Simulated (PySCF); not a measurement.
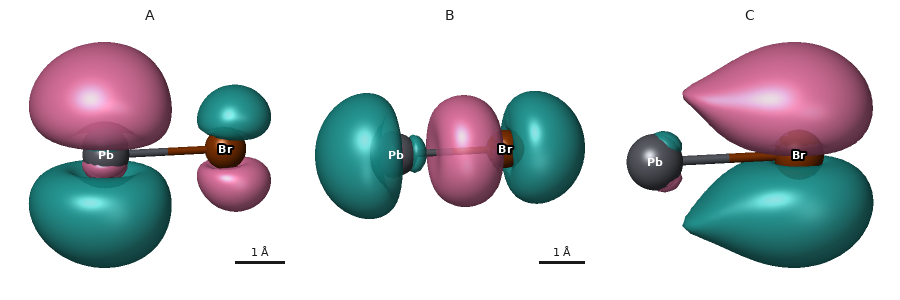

Figure. PbBr (charge +1). Three frontier orbitals, each drawn at the value that holds 80 % of its norm (teal and pink are the two phases), in no order; of a degenerate pair one member is drawn.

Core potentials replace the inner electrons of Pb.

Computed with PBE0/def2-SVP, non-relativistic Hamiltonian with scalar-relativistic core potentials where named, at a bond length of 2.521 Å in PySCF.

Label each orbital by symmetry, say whether it is occupied, and order them by energy.

Answer. Orbital B: σ, occupied, −14.37 eV; shared between the atoms (Pb 35 %, Br 65 %).
Orbital C: π, occupied, −13.86 eV; mainly on Br (85 %).
Orbital A: π, empty, −8.77 eV; mainly on Pb (90 %).
